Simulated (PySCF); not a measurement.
C4H15NSi3

```xyz
23

C     1.4176   -1.2994    0.5249
C     1.1021   -0.5693   -0.7719
Si    2.2084    0.9601   -1.0926
C     0.5881    1.7042   -0.4152
C    -0.1352    0.3747   -0.6887
N    -1.1991   -0.0269    0.2036
Si   -2.2240   -1.2680   -0.4516
Si   -1.4096    0.7153    1.7566
H     2.3130   -1.9071    0.4047
H     1.5900   -0.5956    1.3358
H     0.5933   -1.9502    0.8136
H     0.9911   -1.3076   -1.5689
H     2.4853    1.2538   -2.4998
H     3.4162    1.0992   -0.2805
H     0.6535    1.9105    0.6499
H     0.1275    2.5666   -0.8915
H    -0.5561    0.4322   -1.7023
H    -2.8662   -0.7424   -1.6633
H    -3.2048   -1.6178    0.5666
H    -1.4313   -2.4477   -0.8206
H    -0.2013    0.6144    2.5877
H    -2.4970   -0.0037    2.4110
H    -1.7661    2.1315    1.6026
```

Geometry: GFN2-xTB.

These are results of PBE0/pcSseg-1, SCF density, gas phase, non-relativistic in PySCF 2.14.0, not measurements.

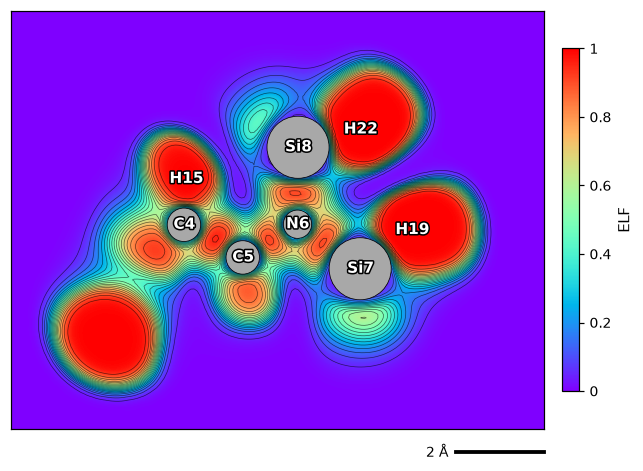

Figure 1. ELF on the plane of atoms N6, Si8 and H22. Grey discs cover the atomic cores.

> Describe what can be read from this map.

Atoms in the plane: C, N, Si and H. C–N (1.45 Å): the ELF peaks at about 0.90 between the atoms; a shared electron pair. C–C (1.54 Å): the ELF peaks at about 0.95 between the atoms: a covalent bond. Si–N (1.73 Å): the ELF peaks at about 0.90 between the atoms (a shared but strongly polarised pair). C–H (1.09 Å): the ELF climbs to about 1 towards the hydrogen, as it does in any bond to H (a covalent bond by its length). Si–H (1.46 Å): the ELF climbs to about 1 towards the hydrogen.

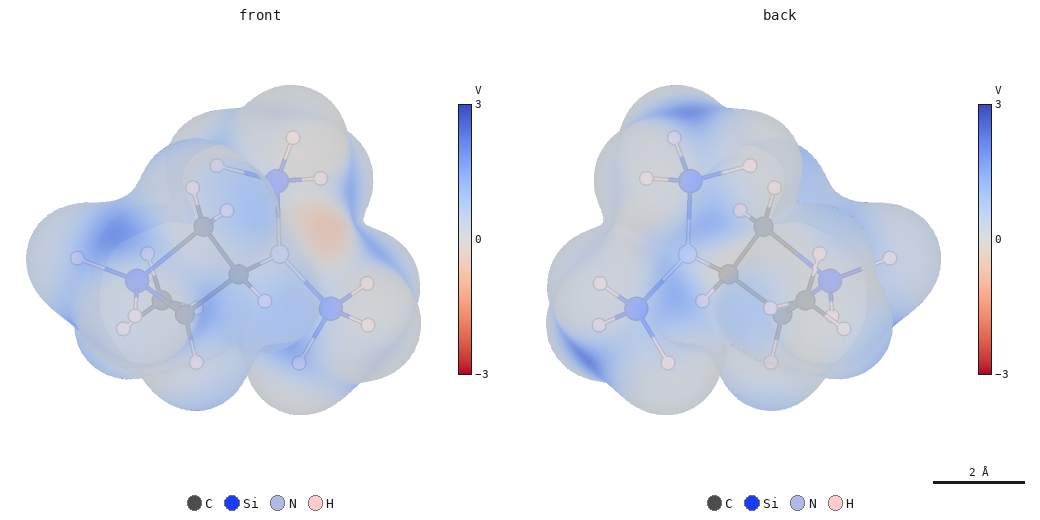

Figure 2. The molecular electrostatic potential painted on the density surface at 0.004 e/bohr³, seen from the front and from behind; the colour scale runs from red (negative) to blue (positive).

> Where is the surface potential most negative and most positive?

The most negative region (about −0.4 V) lies over N6, the most positive (about +2.0 V) over Si3, Si7 and Si8.

> What dipole moment does the calculation give?

Its dipole moment is 0.70 D.
